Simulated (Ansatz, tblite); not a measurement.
# (H2Al-mu-OH)3 (Al3H9O3): removing an electron

What does removing an electron cost or gain for (H2Al-mu-OH)3 (Al3H9O3)? Each charged state is run at several levels.

Method: as each input shows; program: Ansatz 0.2.0, Gaussian basis.

Levels to be run: charge +1 doublet, at the geometry of the singlet (PBE0-D4/def2-TZVP, PBE-D4/def2-TZVP, B3LYP-D4/def2-TZVP, CCSD(T)/def2-SVP); the starting singlet's energies come from earlier runs.

2 further runs of the same task are left out: 2 set aside as unsound or not needed.

## Step 1: The geometry

The singlet was relaxed beforehand with PBE-D4/def2-SVP.

15 atoms, charge 0, spin multiplicity 1.

Atoms are counted from 1 here; the program's logs count them from 0.

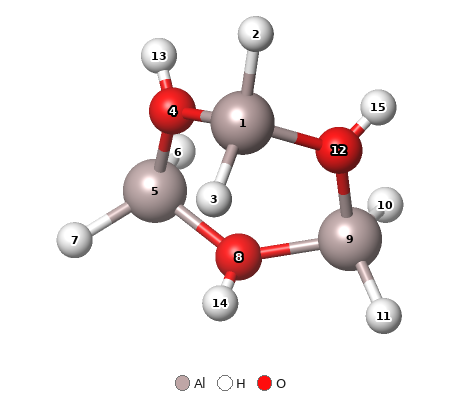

The geometry (aluminium light grey, hydrogen white, oxygen red); atoms are numbered from 1 in the order of the file.

## Step 2: Charge +1 doublet at the fixed geometry, PBE0-D4/def2-TZVP

The input, in.yaml:

```yaml
crystal:
  periodic: [false, false, false]
  atoms:
    - {symbol: Al, position_ang: [1.511480, 1.010044, -0.057576]}
    - {symbol: H, position_ang: [3.094411, 0.864381, -0.265162]}
    - {symbol: H, position_ang: [0.718570, 2.369908, 0.206903]}
    - {symbol: O, position_ang: [0.728072, 0.173250, -1.546581]}
    - {symbol: Al, position_ang: [-1.089706, -0.313325, -1.643459]}
    - {symbol: H, position_ang: [-1.122796, -1.888391, -1.911897]}
    - {symbol: H, position_ang: [-1.942904, 0.768769, -2.454322]}
    - {symbol: O, position_ang: [-1.429169, 0.055438, 0.170165]}
    - {symbol: Al, position_ang: [-0.704022, -0.672251, 1.747731]}
    - {symbol: H, position_ang: [-0.743256, -2.269409, 1.709527]}
    - {symbol: H, position_ang: [-1.302466, 0.227964, 2.925704]}
    - {symbol: O, position_ang: [1.064405, -0.177854, 1.327204]}
    - {symbol: H, position_ang: [1.348329, -0.274003, -2.150385]}
    - {symbol: H, position_ang: [-1.911130, 0.892331, 0.314736]}
    - {symbol: H, position_ang: [1.780193, -0.766861, 1.627432]}
basis:
  gaussian: {orbitals: def2-TZVP}
total_charge: 1
magnetization: {spin_polarized: true, initial_magnetization: 1}
hamiltonian: {xc: pbe0, dispersion: d4}
scf: {omitted_lower_state_checks: [starts]}
output: {orbitals: {seedname: orbitals}}
```

Command:

```console
$ ansatz run in.yaml --threads 4 --pin off --events-out ev --progress --plain --max-ram 4787MiB
```

The program printed:

```text
Functional definition: PBE0
  name "PBE0"
  cite "Adamo & Barone, J. Chem. Phys. 110, 6158 (1999) doi:10.1063/1.478522"
  cite "Perdew, Burke & Ernzerhof, Phys. Rev. Lett. 77, 3865 (1996) doi:10.1103/PhysRevLett.77.3865"
  parent pbe
  parameter a = 0.25
  parameter kappa = 0.804
  parameter beta = 0.06672455060314922
  exchange = (1 - a)*pbe_x(kappa = kappa, mu = beta*pi^2/3) + a*exact_x
  correlation = pbe_c(beta = beta)
these checks for a lower state are left out or cut short: starts
1686 factors; their error is unknown
mean field evaluation 1: about -26041.4557 eV, gradient 8.2e1 eV
mean field evaluation 2: about -25978.2089 eV, gradient 1.5e2 eV
mean field evaluation 4: about -26060.2327 eV, gradient 1.6e1 eV
mean field evaluation 8: about -26062.9826 eV, gradient 1.3e0 eV
mean field evaluation 16: about -26063.0512 eV, gradient 2.7e-2 eV
mean field -26063.05121719 eV, -957.7994660611 hartree, gradient 4.8e-5 eV, S^2 0.757435; 0 other end points of the search recorded, 0 dependent functions left out
reference -26063.05126468 eV, -957.7994678062 hartree; 36, 35 occupied and 222, 223 virtual orbitals, 1686 factors
Total energy: -26063.35500239 eV, -957.8106299615 hartree
Checks for a lower state left out: starts
```

Run time: 10 s. Hardware: 4 threads of AMD EPYC 7B13, shared host; peak memory 1.2 GiB.

Report: HOMO -12.19 eV, LUMO -11.37 eV (over both spins); ⟨S²⟩ 0.757 (pure: 0.75).

## Step 3: Charge +1 doublet at the fixed geometry, PBE-D4/def2-TZVP

start.molden holds the orbitals of an earlier run on this state, given as this run's starting guess.

in.yaml, as its differences from that of step 2:

```diff
@@ -19,6 +19,6 @@
 basis:
-  gaussian: {orbitals: def2-TZVP}
+  gaussian: {orbitals: def2-TZVP, initial_orbitals: start.molden}
 total_charge: 1
 magnetization: {spin_polarized: true, initial_magnetization: 1}
-hamiltonian: {xc: pbe0, dispersion: d4}
+hamiltonian: {xc: pbe, dispersion: d4}
 scf: {omitted_lower_state_checks: [starts]}
```

The command is unchanged.

The program printed:

```text
Functional definition: PBE
  name "PBE"
  cite "Perdew, Burke & Ernzerhof, Phys. Rev. Lett. 77, 3865 (1996) doi:10.1103/PhysRevLett.77.3865"
  parent pbe
  parameter kappa = 0.804
  parameter beta = 0.06672455060314922
  exchange = pbe_x(kappa = kappa, mu = beta*pi^2/3)
  correlation = pbe_c(beta = beta)
these checks for a lower state are left out or cut short: starts
1626 factors; their error is unknown
mean field evaluation 1: about -26061.3144 eV, gradient 9.7e0 eV
mean field evaluation 2: about -26061.4750 eV, gradient 2.1e-1 eV
mean field evaluation 4: about -26061.4592 eV, gradient 2.9e-3 eV
mean field -26061.45918016 eV, -957.7409597795 hartree, gradient 7.0e-5 eV, S^2 0.752635; 0 other end points of the search recorded, 0 dependent functions left out
reference -26061.45924372 eV, -957.7409621153 hartree; 36, 35 occupied and 222, 223 virtual orbitals, 1626 factors
Total energy: -26061.81285572 eV, -957.7539571164 hartree
Checks for a lower state left out: starts
```

Run time: 4.7 s. Hardware: 4 threads of AMD EPYC 7B13, shared host.

HOMO -11.31 eV, LUMO -11.33 eV (over both spins; with the spin held, an empty level of the minority spin lies below the top filled one); ⟨S²⟩ 0.753 (pure: 0.75).

## Step 4: Charge +1 doublet at the fixed geometry, B3LYP-D4/def2-TZVP

in.yaml, as its differences from that of step 3:

```diff
@@ -22,3 +22,3 @@
 magnetization: {spin_polarized: true, initial_magnetization: 1}
-hamiltonian: {xc: pbe, dispersion: d4}
+hamiltonian: {xc: {name: B3LYP}, dispersion: d4}
 scf: {omitted_lower_state_checks: [starts]}
```

Same command.

The program printed (excerpt; [...] marks lines left out):

```text
Functional definition: B3LYP
  name "B3LYP"
  cite "Stephens, Devlin, Chabalowski & Frisch, J. Phys. Chem. 98, 11623 (1994) doi:10.1021/j100096a001"
  cite "Becke, Phys. Rev. A 38, 3098 (1988) doi:10.1103/PhysRevA.38.3098"
  cite "Lee, Yang & Parr, Phys. Rev. B 37, 785 (1988) doi:10.1103/PhysRevB.37.785"
  cite "Vosko, Wilk & Nusair, Can. J. Phys. 58, 1200 (1980) doi:10.1139/p80-159"
[...]
1626 factors; their error is unknown
[...]
mean field -26081.65419731 eV, -958.4831129709 hartree, gradient 1.4e-5 eV, S^2 0.756961; 0 other end points of the search recorded, 0 dependent functions left out
reference -26081.65455581 eV, -958.4831261457 hartree; 36, 35 occupied and 222, 223 virtual orbitals, 1626 factors
Total energy: -26082.22607284 eV, -958.5041290092 hartree
Checks for a lower state left out: starts
```

Wall time 9 s (4 threads of AMD EPYC 7B13, shared host); peak memory 1.2 GiB.

Report: HOMO -12.09 eV, LUMO -11.44 eV (over both spins); ⟨S²⟩ 0.757 (pure: 0.75).

## Step 5: Charge +1 doublet at the fixed geometry, CCSD(T)/def2-SVP

in.yaml, as its differences from that of step 4:

```diff
@@ -19,7 +19,7 @@
 basis:
-  gaussian: {orbitals: def2-TZVP, initial_orbitals: start.molden}
+  gaussian: {orbitals: def2-SVP, initial_orbitals: start.molden}
 total_charge: 1
 magnetization: {spin_polarized: true, initial_magnetization: 1}
-hamiltonian: {xc: {name: B3LYP}, dispersion: d4}
-scf: {omitted_lower_state_checks: [starts]}
+correlation: {method: ccsd_t}
+scf: {omitted_lower_state_checks: [starts, cluster_reference]}
 output: {orbitals: {seedname: orbitals}}
```

Same command.

The program printed (excerpt; [...] marks lines left out):

```text
Functional definition: HF
  name "HF"
  cite "Fock, Z. Phys. 61, 126 (1930) doi:10.1007/BF01340294"
  parent pbe
[...]
1323 factors; integrals over basis functions are off by at most 1.2e-3 eV
[...]
mean field -25989.16520240 eV, -955.0842050994 hartree, gradient 1.1e-6 eV, S^2 0.832866; 0 other end points of the search recorded, 0 dependent functions left out
18 core orbitals not correlated: weight in the atoms' cores, before any rotation towards them, 1.000 or more for the frozen orbitals, at most 0.000 for the correlated occupied ones
reference -25989.16520240 eV, -955.0842050994 hartree; 18, 17 occupied and 105, 106 virtual orbitals, 1323 factors
second order -21.04185299 eV of doubles, -0.00000000 eV of singles
cycle   1  -21.78975057 eV  change   -7.5e-1 eV  update   1.2e-1
[...]
cycle  23  -22.69313866 eV  change    7.3e-6 eV  update   3.7e-5
perturbative correction -0.47523693 eV, -0.0174646351 hartree
Total energy: -26012.33357799 eV, -955.9356271981 hartree
Checks for a lower state left out: starts, cluster_reference
```

It took 74 s on 4 threads of AMD EPYC 7B13, shared host; peak memory 2.3 GiB.

From the report: Hartree-Fock HOMO -14.60 eV, LUMO -9.07 eV (over both spins); ⟨S²⟩ 0.833 (pure: 0.75); T1 0.027.

## Step 6: Vertical ionisation energy

Charged state less starting state, singlet to doublet; the starting state's energies are those of its earlier runs.

Differences are taken before rounding.

```csv
method,vertical ionisation energy (eV),from CCSD(T)/def2-SVP (eV),time
HF/def2-SVP,10.16,-0.41,
PBE-D4/def2-TZVP,9.10,-1.48,7.8 s
B3LYP-D4/def2-TZVP,9.73,-0.84,13 s
PBE0-D4/def2-TZVP,9.76,-0.81,14 s
MP2/def2-SVP,10.65,+0.07,
CCSD/def2-SVP,10.61,+0.04,
CCSD(T)/def2-SVP,10.57,0,87 s
```

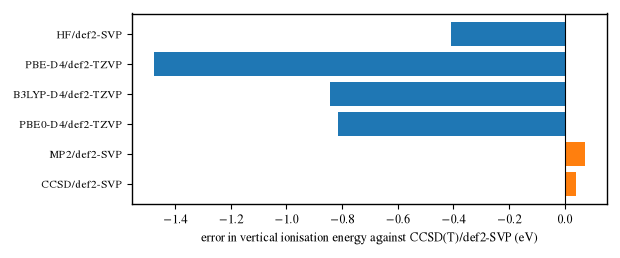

How far each level lands from CCSD(T)/def2-SVP.

Times add the two runs; a level without a time comes out of a correlated run.

Beside −ε(HOMO) of the starting state:

```csv
level,−ε(HOMO) (eV),by difference (eV),mismatch (eV)
PBE-D4/def2-TZVP,6.75,9.10,-2.35
B3LYP-D4/def2-TZVP,7.85,9.73,-1.88
PBE0-D4/def2-TZVP,8.03,9.76,-1.73
```

## Step 7: Results

```
                                            quantity                               value
vertical ionisation energy, functionals in def2-TZVP  9.10 (PBE-D4) to 9.76 eV (PBE0-D4)
        vertical ionisation energy, CCSD(T)/def2-SVP                            10.57 eV
```

In words: The vertical ionisation energy spans 9.10 to 9.76 eV over the functionals, beside 10.57 eV from CCSD(T)/def2-SVP. −ε(HOMO) misses the level's own difference by -1.73 eV at best (PBE0-D4) and -2.35 eV at worst (PBE-D4). The yardstick is in a double-zeta basis, so levels in larger sets aren't compared like for like. The reference is CCSD(T) in one finite basis, so it carries an error of its own, often a tenth of an eV or more, and near misses can't be ranked.
